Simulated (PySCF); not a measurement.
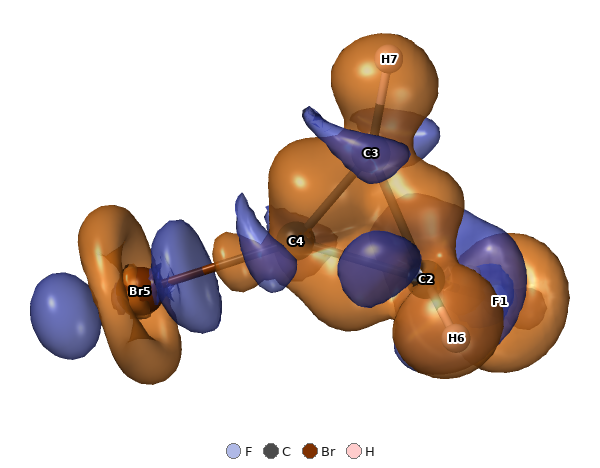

Figure. C$_{3}$H$_{2}$BrF, SMILES `FC1C=C1Br`. Deformation density (molecule less spherical, spin-averaged free atoms at the same positions), surfaces at ±0.07 e/Å³; orange: gain, blue: loss.

Level of theory: TPSSh/def2-SVP (PySCF), at a geometry from GFN2-xTB. No frequency check shows the geometry to be a minimum. GFN2-xTB bond lengths at metals and heavier atoms can be off by up to 0.1 Å and shapes distorted, which carries into these values.

Q: How much density has each bond gained at its critical point, relative to the free atoms?

A: C2–H6: +0.77 e/Å³ at the bond critical point (bond length 1.08 Å, Mayer order 1.0). C3–H7: +0.73 e/Å³ at the bond critical point (bond length 1.06 Å, Mayer order 1.0). C3–C4: +0.58 e/Å³ at the bond critical point (bond length 1.31 Å, Mayer order 1.6). C2–C4: +0.34 e/Å³ at the bond critical point (bond length 1.48 Å, Mayer order 1.0). C2–C3: +0.33 e/Å³ at the bond critical point (bond length 1.49 Å, Mayer order 1.0). C4–Br5: +0.13 e/Å³ at the bond critical point (bond length 1.84 Å, Mayer order 1.0). F1–C2: −0.03 e/Å³ at the bond critical point (bond length 1.38 Å, Mayer order 1.0); up to 0.6 Å beside the axis the gain reaches +0.19 e/Å³. In all, 1.6 electrons gather in the regions of gain relative to the promolecule. A small or negative value marks a very polar bond, one between electron-rich atoms, whose free-atom densities already overlap strongly, a long bond to a heavier atom, or a closed-shell contact such as a hydrogen bond.

Q: Where do the Hirshfeld charges lie?

A: The highest Hirshfeld charge is on H7 (+0.08 e), the lowest on F1 (−0.13 e).

```
atom  charge (e)
  F1       −0.13
  C2       +0.05
  C3       −0.04
  C4       −0.02
 Br5       +0.02
  H6       +0.04
  H7       +0.08
```
